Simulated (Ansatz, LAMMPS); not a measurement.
## Atom list for Amorphous Si (60 atoms)

The starting structure: 60 atoms (60 Si) placed at random at 2.24 g/cm³, melted at 2500 K for 10 ps at fixed volume with the EDIP (Justo, Bazant, Kaxiras, Bulatov and Yip, Phys. Rev. B 58, 2539 (1998)). Quenched from 2500 K to 300 K at 5 K/ps and fixed volume, held 5 ps.

Geometry: the frame at 438 fs of a trajectory (instantaneous temperature 677 K). Computed with Ansatz 0.2.0: Kohn-Sham DFT, PBE, PAW (set soft_2), plane waves; cutoff 420 eV, Γ point, gaussian smearing of 0.05 eV; density 2.24 g/cm³.

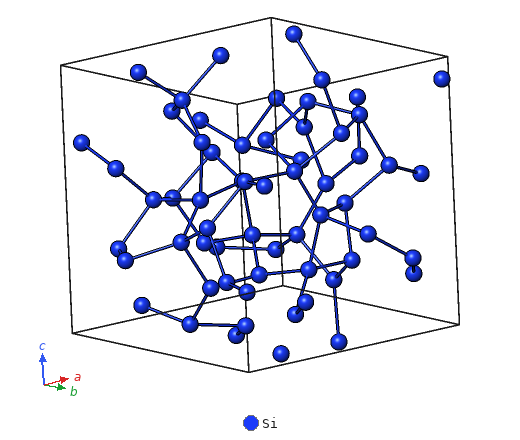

The structure (silicon blue). Bonds to atoms that aren't drawn are left out. Some periodic images of atoms are drawn too.

Cell vectors (Å):

```
10.763 0.000 0.000
0.000 10.763 0.000
0.000 0.000 10.763
```

Positions (Å):

```
1 Si 7.827 7.615 4.945
2 Si 5.953 8.780 6.229
3 Si 2.396 8.071 8.301
4 Si 10.169 4.741 6.913
5 Si 3.556 0.447 9.910
6 Si 4.202 3.534 1.581
7 Si 0.345 8.034 9.661
8 Si 9.393 3.020 0.020
9 Si 0.744 2.175 3.574
10 Si 7.777 1.588 4.944
11 Si 7.640 8.116 2.763
12 Si 4.246 8.043 9.853
13 Si 5.607 3.069 10.601
14 Si 2.874 5.600 7.566
15 Si 4.067 2.445 8.992
16 Si 2.085 2.824 5.405
17 Si 2.245 4.549 0.627
18 Si 10.372 5.864 3.000
19 Si 7.229 5.936 2.136
20 Si 3.343 6.635 0.673
21 Si 8.653 0.346 0.161
22 Si 4.630 5.253 6.050
23 Si 6.700 4.298 7.194
24 Si 9.270 10.626 6.314
25 Si 5.221 10.037 0.187
26 Si 7.093 9.562 9.620
27 Si 0.517 8.500 4.609
28 Si 4.257 3.068 5.037
29 Si 10.694 8.164 2.311
30 Si 1.737 10.689 0.427
31 Si 8.274 5.551 4.090
32 Si 7.543 5.955 8.835
33 Si 7.526 4.636 0.093
34 Si 0.051 1.026 7.790
35 Si 3.997 6.490 4.186
36 Si 2.046 0.635 6.341
37 Si 1.589 6.448 4.286
38 Si 2.278 9.987 4.417
39 Si 6.148 10.690 7.589
40 Si 0.316 3.979 1.646
41 Si 4.321 1.693 3.135
42 Si 6.402 0.816 3.201
43 Si 2.319 0.642 2.601
44 Si 5.609 9.418 2.528
45 Si 4.394 8.744 4.454
46 Si 1.401 4.853 5.890
47 Si 4.981 5.606 2.281
48 Si 5.296 2.065 7.026
49 Si 9.546 6.654 8.049
50 Si 10.605 3.146 8.750
51 Si 5.969 7.574 8.325
52 Si 3.634 10.146 7.786
53 Si 9.594 8.291 6.254
54 Si 2.332 3.891 9.074
55 Si 1.586 8.163 0.823
56 Si 9.162 10.041 2.233
57 Si 6.741 1.441 1.055
58 Si 9.737 0.386 4.237
59 Si 10.704 10.419 9.825
60 Si 8.392 3.913 5.586
```

**Question.** What force acts on each atom?

Columns: atom, fx, fy, fz (forces in eV/Å).

```
1 -0.854 0.708 1.566
2 0.419 -0.913 -0.333
3 0.508 -0.345 -0.145
4 -0.389 -1.014 0.627
5 -0.203 -0.681 -0.268
6 -0.320 0.153 0.482
7 -0.263 0.182 -1.517
8 0.164 0.173 0.748
9 -0.259 -0.484 -0.983
10 0.814 -0.249 0.907
11 -0.297 2.451 -1.440
12 0.064 -0.300 -0.774
13 1.210 0.972 0.457
14 -0.435 0.913 0.123
15 0.643 -0.189 -0.329
16 -0.831 -1.566 -0.066
17 1.265 -0.370 -0.950
18 0.681 0.061 -0.691
19 -0.253 -0.530 -1.584
20 0.696 -0.462 1.098
21 0.240 -0.011 -0.334
22 1.259 -0.524 0.402
23 -0.837 -0.042 -0.571
24 -0.691 0.358 1.383
25 0.362 -0.246 0.689
26 -0.269 0.178 -0.652
27 0.365 -0.278 -0.262
28 1.036 -0.262 0.563
29 -1.231 -0.037 1.294
30 0.519 -0.866 0.891
31 0.839 -0.140 0.012
32 -1.196 -0.948 -0.080
33 -0.110 -0.342 -0.623
34 0.228 -1.123 0.118
35 -0.361 -0.213 0.134
36 -0.105 0.423 0.967
37 -0.152 -0.404 -0.422
38 0.472 -0.414 0.700
39 -0.186 -0.520 0.153
40 -1.891 -0.882 1.309
41 -0.393 1.296 -0.671
42 0.365 -0.474 0.285
43 -0.780 0.392 0.121
44 0.792 0.141 0.114
45 -0.757 0.745 0.067
46 -0.323 1.295 1.196
47 -1.131 0.601 -0.286
48 0.747 1.047 -0.204
49 1.028 1.312 0.001
50 1.029 0.567 -0.897
51 0.387 0.532 0.476
52 -0.419 -0.081 0.175
53 0.111 0.175 0.376
54 -1.777 0.529 0.379
55 1.213 0.856 -0.030
56 -0.190 -1.506 -0.154
57 0.098 -0.355 -1.249
58 0.907 1.878 -2.154
59 -0.940 0.367 -1.092
60 -0.617 -1.534 0.950
```

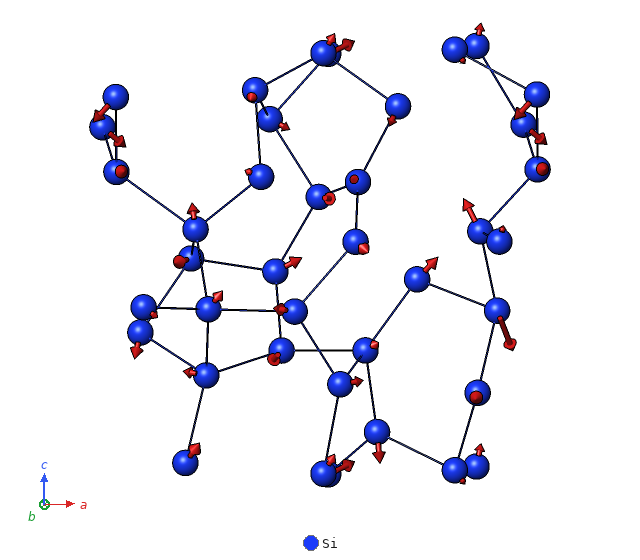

The forces as arrows, the longest 3.00 eV/Å. Drawn is a slice 6 Å thick, seen along the normal of the ac plane. Bonds to atoms that aren't drawn are left out.

The quench rate of 5 K/ps is many orders above laboratory rates, so the cell is likely richer in defects and strain than a real sample. The network of bonds at the start is that of the classical potential that made the cell. Only the Γ point is sampled, in a cell whose shortest periodic width is 11 Å.

The r.m.s. force component is 0.775 eV/Å; the longest force, 3.00 eV/Å, acts on Si58. The energy lies 20.6 meV/atom above that of the first step of this run.

[Logs are printed without paths, hosts, clocks, repeated set-up lines and the standing remarks that a program may print on its own settings, such as how far it seeks lower states.]

[Hosts, paths, dates, database ids (printed as entryN), source tags and the programs' standing remarks are cut or masked in the printed files.]
